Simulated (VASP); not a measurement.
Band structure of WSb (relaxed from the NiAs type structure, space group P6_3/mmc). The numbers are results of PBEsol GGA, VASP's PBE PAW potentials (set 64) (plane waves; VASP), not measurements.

Unless said otherwise, spin-orbit coupling is left out, though it shifts the bands of the heavy elements here.

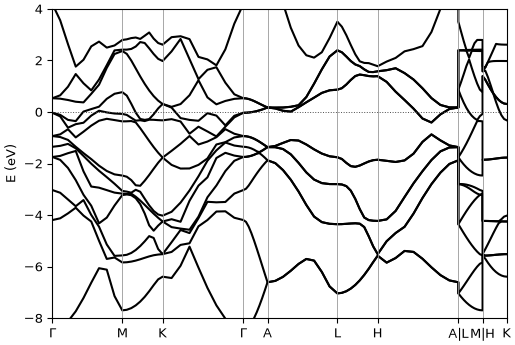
Figure. Bands along high-symmetry lines, zero at the valence-band maximum or, without a gap, the Fermi level

Problem. Read the plot: is there a gap, and where are the band edges?

Solution. It has no gap at this level: it comes out as a metal or semimetal. (Edges off the drawn lines would not show.)

The structure was generated: WSb was put into the NiAs type type (P6_3/mmc), which need not be its known phase. It was relaxed first, which changed the volume by -44 %.
